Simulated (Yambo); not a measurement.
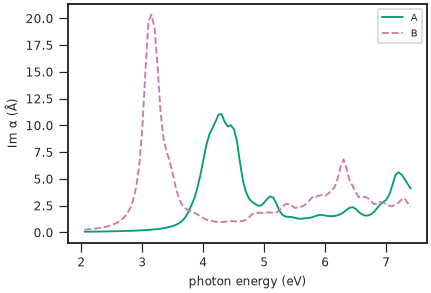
Figure: Two computed absorption spectra of a free-standing HfS$_{2}$ monolayer (symmetry P-3m1, slab cell 15.9 Å high) (Yambo, PBE bands with the same scissor, field along x)

### Question
Which curve includes the electron-hole attraction (BSE), and where are its main peaks?

### Answer
Curve B: the attraction moves weight to lower energy (centre of the plotted range 4.6 eV against 5.1 eV). Its peaks lie at 3.1 eV, 6.3 eV, 7.3 eV. Settings: 18×18×1 mesh, 6 valence and 4 conduction bands, static screening with 46 bands and a 3 Ry block, scissor 1.72 eV, Tamm-Dancoff, stochastic integration of W near q = 0. The scissor comes from a G0W0 run whose convergence isn't established. Broadening 0.1 eV. The band window holds all transitions up to 7.4 eV. Fine structure above the onset can come from the mesh.

Spin-orbit coupling is not included.

Geometry relaxed with PBE+D3(BJ); primitive cell a = b = 3.621 Å, c = 15.900 Å, α = β = 90.00°, γ = 120.00°.
